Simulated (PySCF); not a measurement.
## Electronic structure of C₂H₄BrCl₃Si in real space

Input

```
{"job": {"kind": "uv", "xc": "CAM-B3LYP", "basis": "def2-SVPD", "nstates": 8, "ntriplets": 3}, "charge": 0, "multiplicity": 1}
Cl    -1.210997    -2.080115     0.944067
C     -1.275116    -0.874940    -0.380988
Si    -0.384098     0.699708     0.194709
Br    -0.763378     2.275451    -1.307113
C      1.515828     0.425462     0.216591
Cl     2.018117    -0.483430    -1.233613
Cl     1.967979    -0.470627     1.686898
H     -2.325662    -0.696878    -0.602279
H     -0.809243    -1.329665    -1.254390
H     -0.822091     1.188740     1.490227
H      2.094085     1.348964     0.219926
```

Command:

```sh
OMP_NUM_THREADS=1 python probes_run.py task.json out
```

Geometry: GFN2-xTB.

These are results of PySCF, CAM-B3LYP/def2-SVPD, SCF density, gas phase, not measurements.

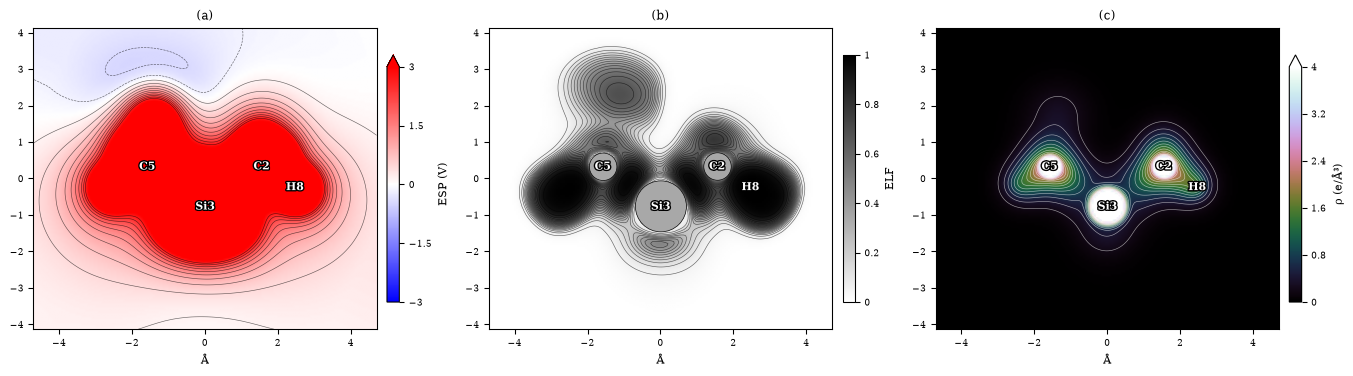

Figure 1. (a) electrostatic potential; (b) ELF; (c) total electron density on the plane of atoms C2, Si3 and C5. Grey discs cover the atomic cores in the ELF map.

Interpret the plot.

Answer. Atoms in the plane: C, Si and H.
C–Si (1.90 Å): the density is about 0.96 e/Å³ at the midpoint; the ELF peaks at about 1 between the atoms; localised, covalent bonding.
C–H (1.09 Å): the density is about 2 e/Å³ at the midpoint; the ELF climbs to about 1 towards the hydrogen, as it does in any bond to H: a covalent bond by its length.
Outside the dense part of the molecule the potential is most negative (−0.5 V) near Cl6, which lies off the plane.

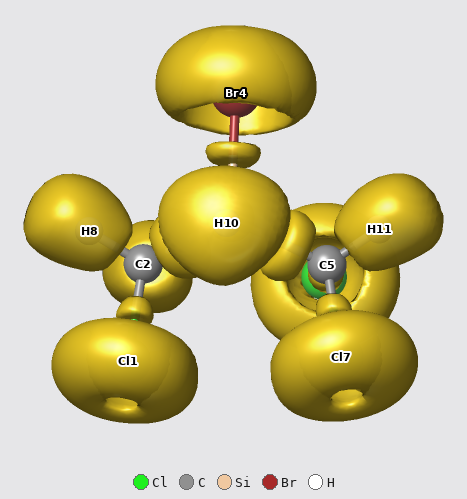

Figure 2. Isosurface of the electron localisation function at 0.8 (yellow), seen across its widest extent. Only the valence region is drawn (cores and ρ < 0.01 e/Å³ removed).

Describe the localisation domains.

Answer. The ELF exceeds this value in one region between bonded Br–Si atoms (shared pairs), three regions between bonded C–Cl atoms (shared pairs), two regions between bonded C–Si atoms (shared pairs), four regions around hydrogen nuclei, one ring or bowl of non-bonding electrons around Br and three rings or bowls of non-bonding electrons around Cl.


C–Cl (1.78 Å): the ELF peaks at about 0.90 between the atoms: a shared electron pair.

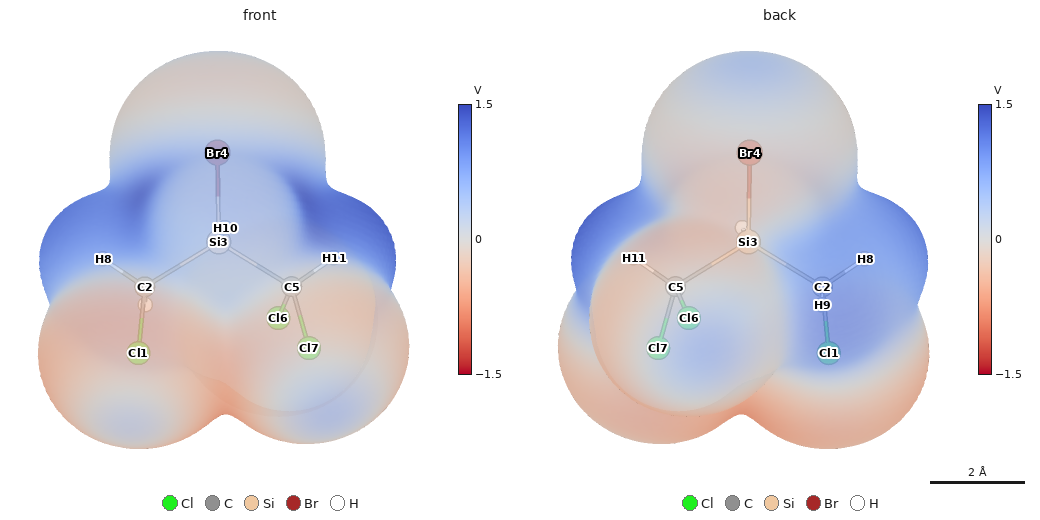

Figure 3. The molecular electrostatic potential painted on the density surface at 0.001 e/bohr³, seen from the front and from behind; the colour scale runs from red (negative) to blue (positive).

Describe the electrostatic potential map.

Answer. The most negative region (about −0.6 V) lies over Cl1 and Cl7, the most positive (about +1.3 V) over Si3 and H11. Cl1 shows a σ-hole: about +0.2 V at the tip opposite its bond, against about −0.4 V on its flanks. Br4 shows a σ-hole: about +0.4 V at the tip opposite its bond, against about 0.0 V on its flanks. Cl6 shows a σ-hole: about +0.5 V at the tip opposite its bond, against about −0.2 V on its flanks. Cl7 shows a σ-hole: about +0.4 V at the tip opposite its bond, against about −0.3 V on its flanks.

How polar is the molecule by this calculation?

Answer. Its dipole moment is 1.46 D.
